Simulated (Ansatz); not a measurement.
**CH₅BTe (SMILES CB[TeH]): one structure at several levels**

A test off equilibrium: a structure displaced at random from a GFN2-xTB minimum is computed at several levels, and each is set against CCSD(T).

Method: single points in def2-TZVPP; program: Ansatz 0.2.0, Gaussian basis.

Correlated methods freeze the cores. Filled d shells of the heavier atoms are correlated. Core potentials replace the inner electrons past krypton, and spin-orbit coupling is left out.

**1. The system as given**

SMILES `CB[TeH]`, 8 atoms, charge 0, spin multiplicity 1.

Atoms are counted from 1 here; the program's logs count them from 0.

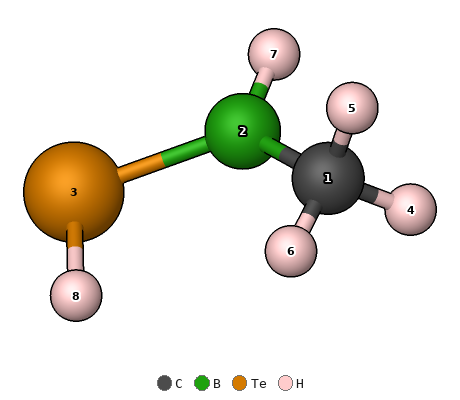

As it starts; carbon dark grey, boron green, tellurium orange, hydrogen pink; atoms are numbered from 1 in the order of the file.

As a file:

```mol
CH5BTe
  3D, bonds by distance, orders not assigned

  8  7  0  0  0  0  0  0  0  0999 V2000
    0.1365    0.6881   -0.6464 C   0  0
   -0.4654    0.0977    0.6802 B   0  0
   -0.1390   -1.8220    1.4010 Te  0  0
   -0.6947    1.0244   -1.3057 H   0  0
    0.7292    1.5592   -0.4244 H   0  0
    0.7385   -0.0388   -1.2030 H   0  0
   -1.1426    0.7811    1.3459 H   0  0
    0.8112   -2.3220    0.1291 H   0  0
  1  2  8  0
  1  4  8  0
  1  5  8  0
  1  6  8  0
  2  3  8  0
  2  7  8  0
  3  8  8  0
M  END
```

**2. CCSD(T)/def2-TZVPP**

run/in.yaml

```yaml
crystal:
  periodic: [false, false, false]
  atoms:
    - {symbol: C, position_ang: [0.136500, 0.688100, -0.646400]}
    - {symbol: B, position_ang: [-0.465400, 0.097700, 0.680200]}
    - {symbol: Te, position_ang: [-0.139000, -1.822000, 1.401000]}
    - {symbol: H, position_ang: [-0.694700, 1.024400, -1.305700]}
    - {symbol: H, position_ang: [0.729200, 1.559200, -0.424400]}
    - {symbol: H, position_ang: [0.738500, -0.038800, -1.203000]}
    - {symbol: H, position_ang: [-1.142600, 0.781100, 1.345900]}
    - {symbol: H, position_ang: [0.811200, -2.322000, 0.129100]}
basis:
  gaussian: {orbitals: def2-TZVPP}
correlation: {method: ccsd_t}
output: {forces: true}
```

The command line of these runs was not kept.

**3. PBE0-D4/def2-TZVPP**

run/in.yaml, as its differences from that of step 2:

```diff
@@ -13,3 +13,3 @@
   gaussian: {orbitals: def2-TZVPP}
-correlation: {method: ccsd_t}
-output: {forces: true}
+hamiltonian: {xc: pbe0, dispersion: d4}
+output: {forces: true, orbitals: {seedname: orbitals}}
```

**4. wB97M-V/def2-TZVPP**

run/in.yaml, as its differences from that of step 3:

```diff
@@ -13,3 +13,3 @@
   gaussian: {orbitals: def2-TZVPP}
-hamiltonian: {xc: pbe0, dispersion: d4}
-output: {forces: true, orbitals: {seedname: orbitals}}
+hamiltonian: {xc: {name: wB97M-V}}
+output: {forces: true}
```

**5. r2SCAN-D4/def2-TZVPP**

run/in.yaml, as its differences from that of step 4:

```diff
@@ -13,3 +13,3 @@
   gaussian: {orbitals: def2-TZVPP}
-hamiltonian: {xc: {name: wB97M-V}}
+hamiltonian: {xc: r2scan, dispersion: d4}
 output: {forces: true}
```

**6. PBE-D4/def2-TZVPP**

run/in.yaml, as its differences from that of step 5:

```diff
@@ -13,3 +13,3 @@
   gaussian: {orbitals: def2-TZVPP}
-hamiltonian: {xc: r2scan, dispersion: d4}
+hamiltonian: {xc: pbe, dispersion: d4}
 output: {forces: true}
```

**7. B97M-V/def2-TZVPP**

run/in.yaml, as its differences from that of step 6:

```diff
@@ -13,3 +13,3 @@
   gaussian: {orbitals: def2-TZVPP}
-hamiltonian: {xc: pbe, dispersion: d4}
+hamiltonian: {xc: {name: B97M-V}}
 output: {forces: true}
```

**8. LC-wPBE/def2-TZVPP**

run/in.yaml, as its differences from that of step 7:

```diff
@@ -13,3 +13,3 @@
   gaussian: {orbitals: def2-TZVPP}
-hamiltonian: {xc: {name: B97M-V}}
+hamiltonian: {xc: {name: LC-wPBE}}
 output: {forces: true}
```

(Steps that only read results are left out.)

What does the calculation give? Wanted: energy less free atoms, CCSD(T)/def2-TZVPP; RMS force component; RMS force error; HOMO and LUMO, PBE0-D4; T1 diagnostic.

**Answer**, as computed:

| quantity | value |
| --- | --- |
| energy less free atoms, CCSD(T)/def2-TZVPP | -623.1 kcal/mol |
| RMS force component | 0.387 to 0.457 eV/Å over the methods |
| RMS force error | PBE0-D4 0.099, wB97M-V 0.066, r2SCAN-D4 0.108, PBE-D4 0.187, B97M-V 0.136, LC-wPBE 0.096 eV/Å |
| HOMO and LUMO, PBE0-D4 | -7.00 and -1.17 eV |
| T1 diagnostic | 0.013 |

What this shows: Against CCSD(T) the functionals' energies less atoms differ by -24.0 to -7.9 kcal/mol, PBE-D4 by -24.0 kcal/mol. CCSD(T) in triple zeta still lacks some correlation energy of the bonds, so part of these gaps is its own basis error and they don't rank the functionals. On forces the order runs from wB97M-V to PBE-D4.
